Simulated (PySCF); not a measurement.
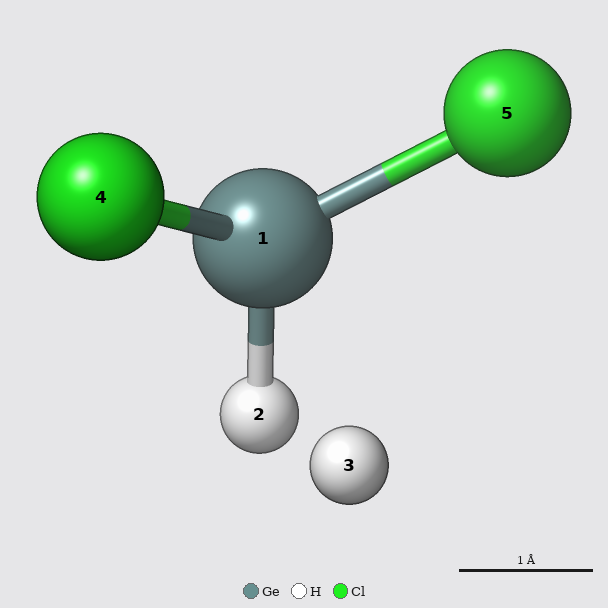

(Drawn from a calculation with PySCF.)

The atoms are numbered. Geometry: start.

Give the bond lengths.

```json
{"bond": "Ge1–H2", "length (Å)": "1.503"}
{"bond": "Ge1–Cl4", "length (Å)": "2.115"}
{"bond": "Ge1–Cl5", "length (Å)": "2.115"}
```
